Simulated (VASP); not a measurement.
Band structure of Fe (space group Im-3m). Level of theory: PBE GGA, VASP's PBE PAW potentials (set 64) (plane waves; VASP 6.6.1).

The run has a spin-polarised start.

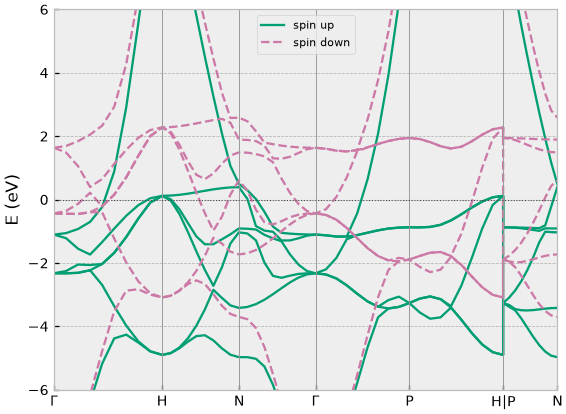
Fig. 1. Bands along high-symmetry lines, zero at the valence-band maximum or, without a gap, the Fermi level

**Question.** Read the plot: is there a gap, and where are the band edges?

**Answer.** It has no gap at this level: it comes out as a metal or semimetal.

The structure comes from a computed database's Fe entry; how it stands against other phases isn't given here. The cell was not relaxed at this level.
